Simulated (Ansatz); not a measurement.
Ge (diamond structure), cut as [100] fin, 1.44 nm along [100] by 0.86 nm along [010], dimers on {100} faces, F-ended

All values below come from PBE (plane waves to 420 eV, PAW; Ansatz, a program for electronic structure).

k-points: Γ-centred 1×1×5 mesh; occupations: Fermi-Dirac, 0.020 eV; spin polarisation not allowed. No spin-orbit coupling.

 The relaxation kept the symmetry of its start, so a lower minimum of less symmetry isn't excluded. The period along the axis is held at the bulk value.

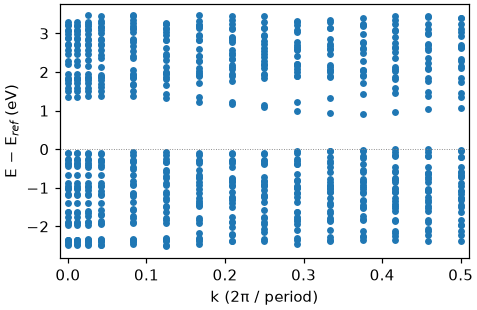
Fig. 1. Levels along the axis at 15 k-points, drawn as points, zero at the top of the valence band

Electronic character: not metallic; Kohn-Sham band gap: 0.93 eV. Only levels within the plotted window are shown.
